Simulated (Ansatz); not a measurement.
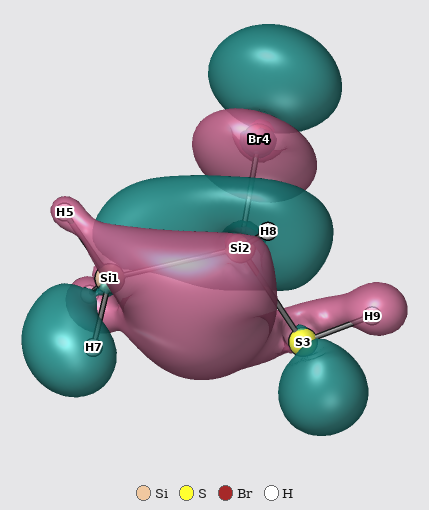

*BrH₅SSi₂ (SMILES [SiH3][SiH](S)Br). One frontier orbital at ±0.08 Å⁻³ᐟ² (teal and pink are the two phases), seen at a tilt.*

Geometry: PBE0-D4/def2-TZVP.

Method: RKS PBE0-D4/def2-TZVPP (Ansatz).

```
atom    x (Å)    y (Å)    z (Å)
  Si  -0.5324   1.2431  -0.8059
  Si   0.3445  -0.7279   0.0901
   S   0.6018  -0.4247   2.1810
  Br  -1.0874  -2.3849  -0.3571
   H  -0.7877   1.0364  -2.2544
   H  -1.8061   1.5571  -0.1095
   H   0.4298   2.3608  -0.6202
   H   1.6308  -1.1463  -0.5178
   H   1.2949  -1.5599   2.3767
```

> Which orbital is it: HOMO or LUMO?

The LUMO, at −0.68 eV. By Hirshfeld shares it lies mainly on Si2 (about 30 %), Br4 (about 25 %), Si1 (about 20 %) and S3 (about 10 %).
